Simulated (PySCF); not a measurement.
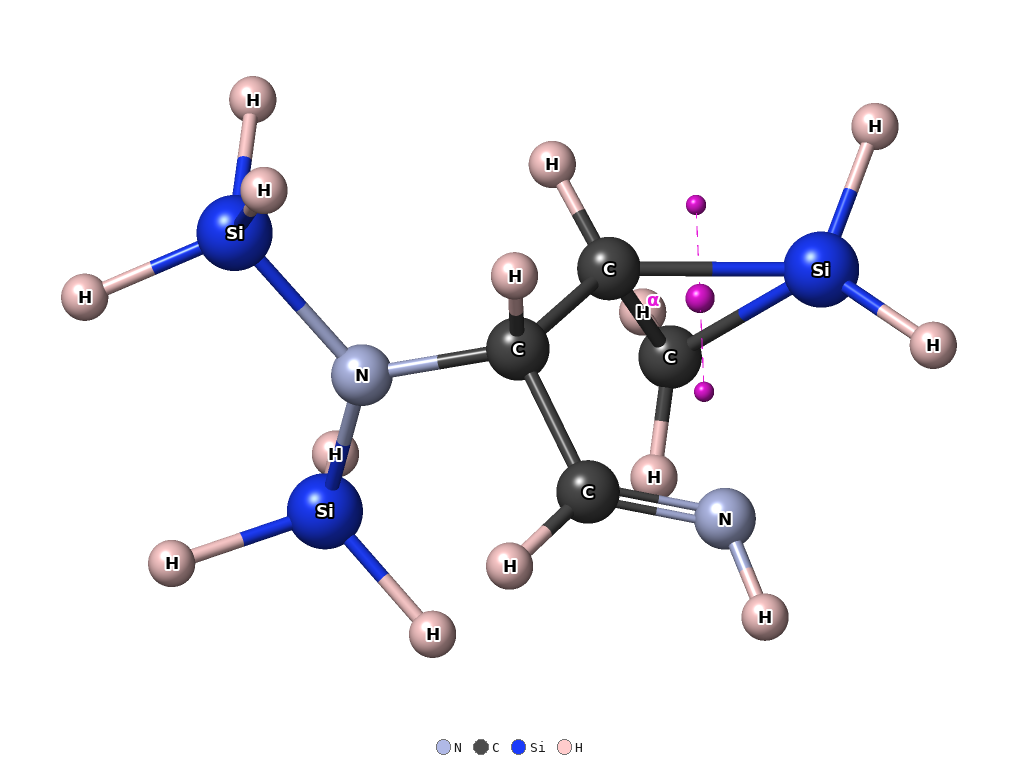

The small points mark where nucleus-independent chemical shifts (NICS) were computed: at the centre of each lettered ring and 1 Å above and below it. Computed geometry: GFN2-xTB optimisation. No frequency run is at hand to confirm it as a minimum. Method: GIAO PBE0/pcSseg-1 NMR shielding, non-relativistic, gas phase (PySCF 2.14.0).

Give NICS(0), NICS(1) and the out-of-plane component NICS(1)zz for each ring (means of the two sides).

```csv
ring,members,NICS(0),NICS(1),NICS(1)zz
α,C2Si,−26.4,−7.5,−16.9
```

Values in ppm.

The geometry is semi-empirical. Around Si such bond lengths and angles can be off by a tenth of an ångström or more and by several degrees, and values that hang on the shape move with them.
